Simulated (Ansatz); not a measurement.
Reaction (SMILES): [SiH3] (SiH3) → 3 H atom + Si atom
B3LYP-D3(BJ)/def2-TZVP geometries, fixed; electronic energies without zero-point terms.

Basis-set convergence of the atomisation energy at PBE with Ansatz (a program for electronic structure). All functions are spherical. The program fits the integrals of some runs and decomposes those of others, by size. Open shells are unrestricted. No added dispersion term, no relativity. Functions are those of the species that has most. Reference: the value in pcseg-4, 222.53 kcal/mol, itself unsure by roughly 0.18 kcal/mol (its mean distance from aug-pcseg-3, aug-cc-pV(Q+d)Z, cc-pV(5+d)Z). Deviations are taken from unrounded values.

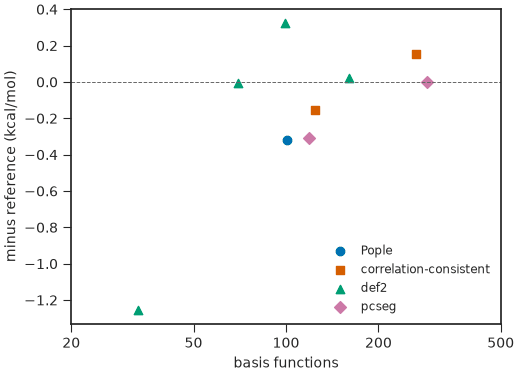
Fig. 1. Deviation from the reference against the number of basis functions, by family of sets.

```
basis              functions  atomisation energy (kcal/mol)  minus reference (kcal/mol)
-----------------  ---------  -----------------------------  --------------------------
def2-SVP                  33                         221.27                       -1.25
def2-TZVPD                70                         222.52                       -0.01
def2-TZVPPD               99                         222.85                        0.32
6-311++G(3df,3pd)        101                         222.21                       -0.32
aug-pcseg-2              119                         222.22                       -0.31
aug-cc-pV(T+d)Z          124                         222.37                       -0.15
def2-QZVPP               160                         222.55                        0.02
cc-pV(5+d)Z              265                         222.68                        0.15
pcseg-4                  288                         222.53                        0.00
```
